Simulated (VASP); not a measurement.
Band structure of CoO (rock salt, AFM-II order). Calculation: PBE GGA + U (Dudarev), VASP's PBE PAW potentials (set 64) (plane waves; VASP).

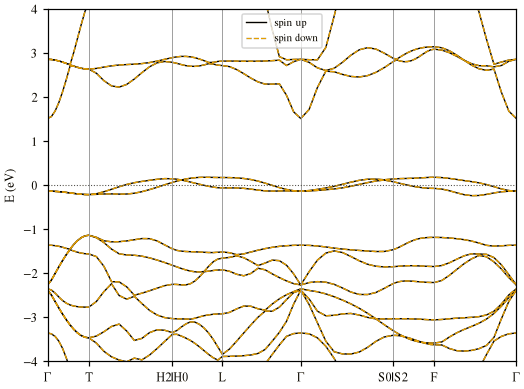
Figure: Bands along high-symmetry lines, zero at the valence-band maximum or, without a gap, the Fermi level

Task: Read the plot: is there a gap, and where are the band edges?

Result: It has no gap at this level: it comes out as a metal or semimetal. (Edges off the drawn lines would not show.)

The compound is CoO in the rock salt, AFM-II order structure. It was relaxed first. A gapless solution with U can be a metastable orbital state.
